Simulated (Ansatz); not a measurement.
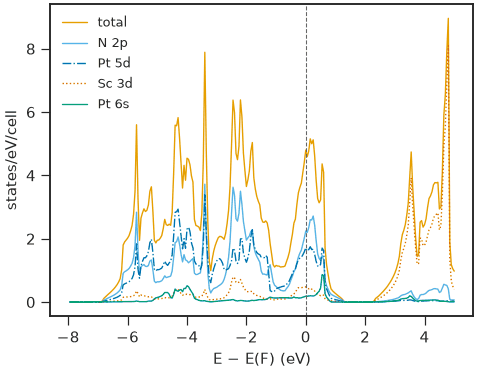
Total and projected density of states of ScPtN2 in space group R-3m (No. 166; Sc on 3b, Pt on 3a, N on 6c), plane-wave PAW PBE (Ansatz code)

### Question
Which orbitals carry the states next to the Fermi level?

### Answer
Within 0.5 eV of the Fermi level: N 2p 46 %, Pt 5d 36 %, Sc 3d 10 %, Pt 6s 5 %. Projections are on Löwdin-orthogonalised atomic valence shells; empty p or d shells of many metals are not among them.

### Question
Where is the tallest occupied peak in this window, and what makes it?

### Answer
Near -3.4 eV, about 7.9 states/eV per cell; the largest projected share is N 2p.

The start of the workflow was typed in or built on a structure type; neither database checked (COD, Materials Project) lists it. Its standing as an ambient phase is unchecked. The PBE relaxation kept the symmetry of its start; its stability against distortions is not shown here. The run is not spin-polarised. With an odd number of electrons in the cell and no spin polarisation, the count alone makes it a metal. Scalar-relativistic: spin–orbit coupling is off unless named, which matters more the heavier the elements.

Potentials: the later of the program's two PAW sets.
